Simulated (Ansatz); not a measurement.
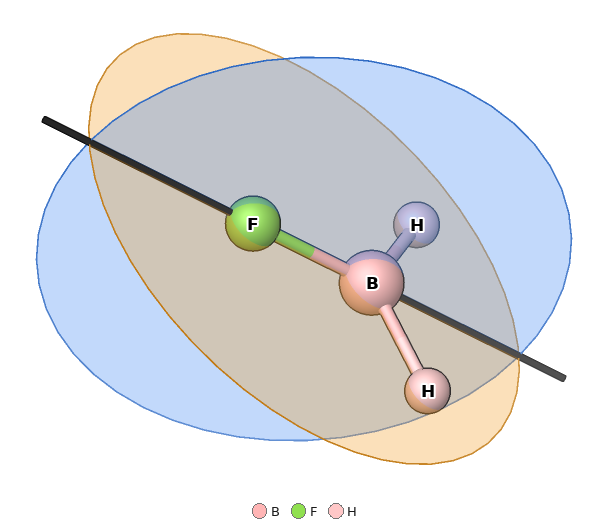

All proper rotation axes (lines) and mirror planes (discs) of the structure are drawn in. Atoms fade into the background with distance from the viewer. Computed geometry: PBE0-D4/def2-TZVP optimisation.

Q: Name the symmetry elements and the point group.

A: It has 1 C2 axis and 2 mirror planes. Point group C2v. The group has 4 operations. The geometry is achiral, and symmetry allows a dipole moment.
